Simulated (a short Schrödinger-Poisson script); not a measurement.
System: symmetric double-gate stack, SiO2 on p-type Ge(111), at 77 K.

```tsv
layer	material	thickness (nm)	Na (cm⁻³)
1	SiO2	3.7	-
2	Ge	4	4e16
3	SiO2	3.7	-
```

The device is made up for the run: typed textbook-type constants, with dimensions and the other settings drawn at random. SiO2: permittivity 3.9, conduction-band edge (eV) 3.1, gap (eV) 9, electron mass (mₑ) 0.5. Ge: permittivity 16, conduction-band edge (eV) 0, gap (eV) 0.664, Nv at 300 K (cm⁻³) 6e18.

Channel valleys (confinement mass, in-plane density-of-states mass, number): L1 1.59, 0.08, 1; L3 0.09, 0.34, 3. At the gates, both at one voltage, the conduction-band edge of layer 1 lies 3.25 eV − eVg above the Fermi level of the channel. Gaps are held at their typed values at every temperature. Mesh 0.03 nm at interfaces.

From a short Schrödinger-Poisson script (our own, NumPy): 1D Poisson equation in equilibrium, electrons quantum, Hartree (BenDaniel-Duke, 12 states a valley, the channel's in-plane mass for all, wave functions ending at the dielectric), parabolic valleys, classical holes, full ionisation, no traps, pinning or gate leakage.

Only gate voltages with over 1e8 electrons/cm² are shown.

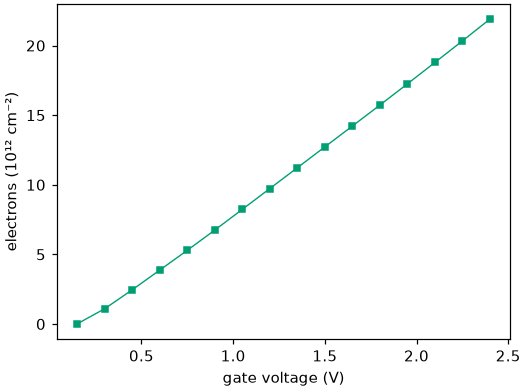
Figure: Sheet density against gate voltage

```
Vg (V)  electrons (cm⁻²)  C (μF/cm²)  L1 E0 (meV)  L1 E1 (meV)  L3 E0 (meV)  L3 E1 (meV)
------  ----------------  ----------  -----------  -----------  -----------  -----------
0.15             1.51e10       0.307         17.6         61.9        264.0       1047.1
0.3              1.10e12        1.36        -31.8         11.0        214.5        996.1
0.45             2.46e12        1.50        -57.2        -15.9        189.2        969.3
0.6              3.87e12        1.51        -77.9        -38.0        168.6        947.3
0.75             5.30e12        1.53        -98.1        -59.6        148.6        925.9
0.9              6.75e12        1.58       -115.6        -78.4        131.2        907.2
1.05             8.23e12        1.59       -130.3        -94.4        116.7        891.4
1.2              9.73e12        1.60       -144.4       -109.8        102.8        876.2
1.35             1.12e13        1.60       -158.5       -125.1         89.0        861.0
1.5              1.27e13        1.60       -172.6       -140.5         75.2        845.9
1.65             1.42e13        1.60       -186.7       -155.7         61.4        830.9
1.8              1.57e13        1.62       -200.2       -170.4         48.3        816.6
1.95             1.72e13        1.64       -212.2       -183.6         36.7        803.7
2.1              1.88e13        1.65       -223.0       -195.5         26.4        792.2
2.25             2.03e13        1.66       -232.8       -206.4         17.2        781.6
2.4              2.19e13        1.68       -240.9       -215.8          9.7        772.8
```

Subbands count from the Fermi level. The capacitance is that of both gates.

Only the L valleys are kept; under strong confinement the Δ valleys of Ge fill too.
